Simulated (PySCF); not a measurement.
Molecule: C₂H₆Sn (SnMe2), SMILES [CH3][Sn][CH3], singlet.

Simulated rotational absorption lines between 5 and 60 GHz at 20 K: rigid rotor with the equilibrium constants and dipole of one optimised conformer (PBE0-D3(BJ)/def2-SVP, PySCF 2.14.0), commonest isotopes; no centrifugal distortion, hyperfine structure, internal rotation or nuclear-spin weights; lines within 1 MHz of each other are summed. Lines of different type are drawn apart.

Question: What are the rotational constants, and what kind of rotor is it?

Answer: Rotational constants A, B, C = 7.722, 5.842, 3.471 GHz; Ray's κ = 0.12, an asymmetric top midway between the limits.

Question: Which dipole components drive the lines?

Answer:
|μa|, |μb|, |μc| = 0.00, 0.35, 0.00 D; b-type lines carry 100 % of the intensity in this range.

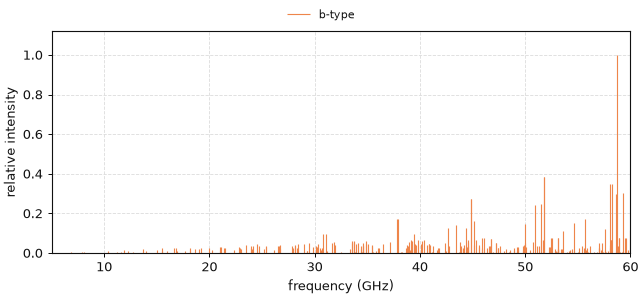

Known limits of this run: coarse grid, loose stop and no frequency check, small forces are noise and the end may be a saddle; effective core potentials, which hold scalar relativity, on atoms heavier than Kr.
